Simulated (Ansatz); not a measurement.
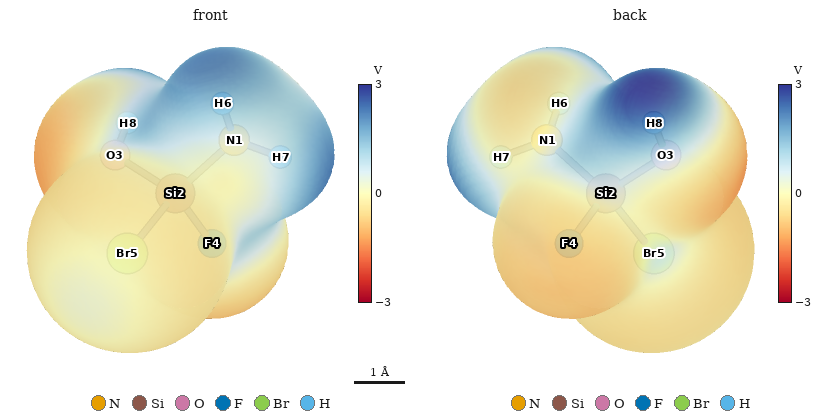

Figure 1: BrFH$_{3}$NOSi. The molecular electrostatic potential painted on the density surface at 0.002 e/bohr³, seen from the front and from behind; red is negative and blue positive.

Geometry: PBE0-D4/def2-TZVP.

All numbers below come from RKS PBE0-D4/def2-TZVPP (Ansatz 0.2.0).

```xyz
8

N    -1.1361    0.0148    0.4118
Si    0.3614    0.1183   -0.3673
O     1.4779   -0.8013    0.3652
F     0.0912   -0.3345   -1.8637
Br    1.2716    2.1214   -0.4755
H    -1.2135    0.2652    1.3845
H    -1.9727    0.2560   -0.0959
H     1.2126   -1.6973    0.5852
```

Q: Where is the surface potential most negative and most positive?

A: The most negative region (about −1.2 V) lies over O3, the most positive (about +2.9 V) over H8. Br5 shows a σ-hole: about +0.3 V at the tip opposite its bond, against about −0.5 V on its flanks. O3 is the likeliest acceptor of a hydrogen bond.
